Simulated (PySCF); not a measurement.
SMILES F[Si](F)(F)c1ccc([SiH3])cc1, singlet at its GFN2-xTB optimised geometry (Å):

```
18

Si    -3.3960     0.0136     0.0000
C     -1.5056     0.0136     0.0000
C     -0.7855     1.0397     0.6051
C      0.5951     1.0351     0.6249
C      1.3155    -0.0061     0.0352
C      0.5956    -1.0385    -0.5703
C     -0.7851    -1.0240    -0.5845
Si     3.1769    -0.0105     0.0443
F      3.8168     0.7082     1.3082
F      3.8172    -1.4640     0.0275
F      3.8652     0.7186    -1.1902
H     -3.8652    -0.6768     1.2043
H     -3.8624    -0.6872    -1.1972
H     -3.8623     1.4009     0.0000
H     -1.3180     1.8585     1.0680
H      1.1267     1.8448     1.1039
H      1.1274    -1.8585    -1.0308
H     -1.3171    -1.8351    -1.0612
```

Method: PBE0/def2-SVP (PySCF). Cells within 0.4 Å of a nucleus heavier than hydrogen are left out (blank, or x).

Map of the Laplacian of the electron density (e/bohr⁵), clipped to [-1.50, 1.50] on the plane z = 0.0 Å:

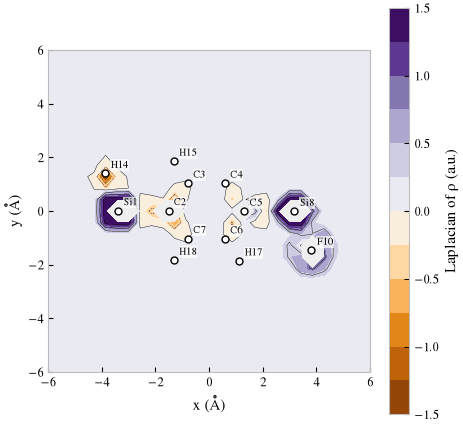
Figure. Laplacian of the electron density (e/bohr⁵), clipped to [-1.50, 1.50] on the plane z = 0.0 Å.
